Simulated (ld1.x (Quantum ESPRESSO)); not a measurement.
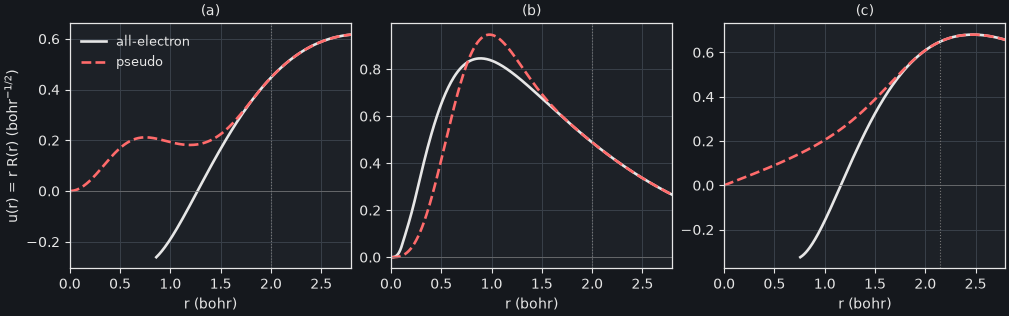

Pseudo-waves (dashed) against the all-electron radial functions (solid). Dotted lines mark the matching radii. The all-electron curves start outside the innermost oscillations, which aren't drawn.

ld1.x (Quantum ESPRESSO) 7.5, PBE, scalar-relativistic. The levels are (a) -12.96 eV, (b) -21.32 eV, (c) -17.80 eV.

Q: Which element and which shells are these?

A: Vanadium (V), core [Ar], valence 3d3 4s0 4p0 (charge +2): (a) 4p, (b) 3d, (c) 4s.

Q: Are the pseudo-waves norm-conserving?

A: Yes. The TM scheme keeps the all-electron norm inside the radius.

The potential isn't sound: its ghost test gives ghost state below the valence levels: p at -54.1 eV.
